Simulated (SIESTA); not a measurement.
Band structure of CdTe (P6_3mc, 4 atoms in the cell).

```xyz
4
Lattice="4.6333 0.0000 0.0000 -2.3166 4.0125 0.0000 0.0000 0.0000 7.6024" Properties=species:S:1:pos:R:3 pbc="T T T"
Cd     0.0000     2.6750     0.0027
Cd     2.3166     1.3375     3.8040
Te     0.0000     2.6750     2.8482
Te     2.3166     1.3375     6.6494
```

Method of the run: LDA PW92, numerical atomic orbitals DZP, PseudoDojo LDA standard norm-conserving potentials (rewritten from UPF to PSML) (SIESTA).

Settings: XC.functional = LDA; XC.authors = PW92; potentials = PseudoDojo LDA standard; PAO.BasisSize = DZP; PAO.EnergyShift = 0.005 Ry; MeshCutoff = 350 Ry; kgrid.MonkhorstPack = 6 6 3; OccupationFunction = FD; ElectronicTemperature = 10 K; MaxSCFIterations = 150; SCF.Mixer.Method = Broyden; SCF.Mixer.Weight = 0.25; SCF.Mixer.History = 6; SCF.DM.Tolerance = 1.0E-05.

The starting cell comes from a database of computed structures (which also holds hypothetical and non-ambient phases and stackings), without a prior relaxation at this level. Spin-orbit coupling is off. Values carry the incompleteness of an atom-centred basis.

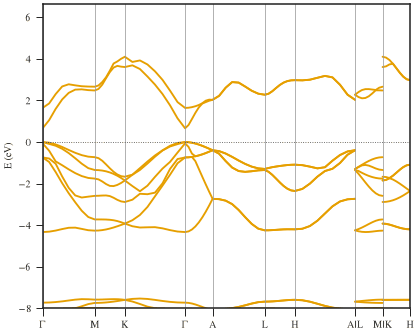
Figure. Bands along the path, energies from the top of the valence band on the path.

Problem. Read off roughly the gap and where its edges lie.

Solution. The gap along the path is about 0.7 eV (computed: 0.66 eV), direct at Γ to within 0.01 eV.

Levels in eV from the top of the valence band on the path, bands 33 to 37:
```
point     33     34     35     36    37
-----  -----  -----  -----  -----  ----
Γ      -0.74  -0.06   0.00   0.00  0.66
M      -2.59  -1.76  -1.34  -0.73  2.48
K      -2.88  -1.85  -1.85  -1.67  3.61
A      -0.39  -0.39  -0.39  -0.39  2.03
L      -1.34  -1.34  -1.29  -1.29  2.28
H      -2.35  -2.35  -1.09  -1.09  2.98
```

Higher empty bands are left out: an atom-centred basis made for the valence describes them poorly.
